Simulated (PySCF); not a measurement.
Vertical excitations of a molecule C3H4BrF from TDDFT-PBE/def2-SVPD in PySCF, as energy in eV (oscillator strength): 4.93 (0.001), 5.95 (0.221), 6.00 (0.010), 6.09 (0.000), 6.24 (0.003), 6.60 (0.000), 7.02 (0.005), 7.25 (0.024), 7.29 (0.024), 7.30 (0.001). Lowest triplet (TDA): 4.06 eV. Coordinates come from a B3LYP-D3(BJ)/def2-SVP optimisation. One conformer was computed; it need not be the lowest.

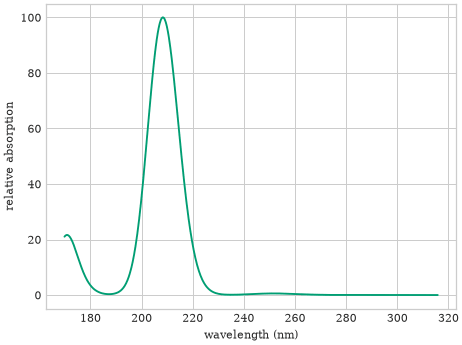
Figure. The lines broadened by 0.4 eV.

Task: Which molecule gave these data?
(A) F[C@@H]1C[C@H]1Br
(B) C/C(Br)=C\F
(C) C/C(F)=C\Br
(D) C/C=C(\F)Br

Result: C, C/C(F)=C\Br
